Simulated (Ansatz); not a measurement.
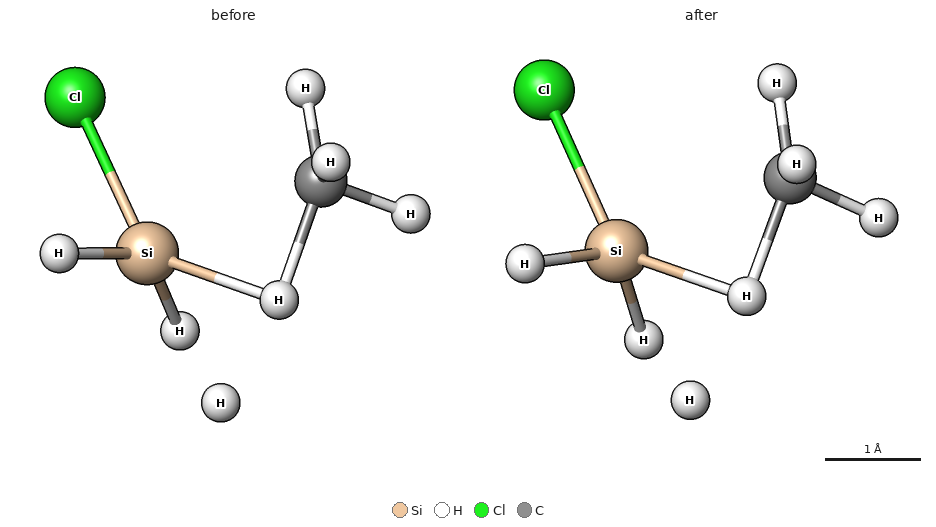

The structure of CH7ClSi before (left) and after (right) a constrained relaxation, at one scale.

A ball-and-stick model, seen at a tilt.

The reaction that was planned forms Si1–C7, H2–H6 and breaks Si1–H2, H6–C7 (atoms numbered from 1 in input order).

Level of theory: RKS PBE0-D4/def2-SVP in Ansatz. Settings: held fixed: the distance between atoms 1 (Si) and 7 (C), the distance between atoms 2 (H) and 6 (H), the distance between atoms 1 (Si) and 2 (H), the distance between atoms 6 (H) and 7 (C), counting from 1; force threshold 0.04 eV/Å; at most 150 steps.

> Describe what moved and what it gained.

After 5 geometry steps the energy has fallen by 2.49 kcal/mol. The largest force component goes from 0.89 to 0.0083 eV/Å. An H atom moves most after the best rigid fit: 0.11 Å. By element the largest moves are H 0.11 Å, Cl 0.08 Å, C 0.04 Å, Si 0.03 Å. Near-neighbour distances that change, for instance: Cl–Si 2.078 → 2.127 Å, H–Si 1.442 → 1.476 Å, H–Si 1.760 → 1.731 Å, C–H 1.086 → 1.103 Å. Among the angles between lasting bonds that change: H–Si–H 139.4° → 129.3°, H–Si–Cl 98.4° → 102.0°, H–C–H 92.6° → 89.2°. The run took 6.5 s on 4 threads of Arm Neoverse V2, with other jobs on the host.
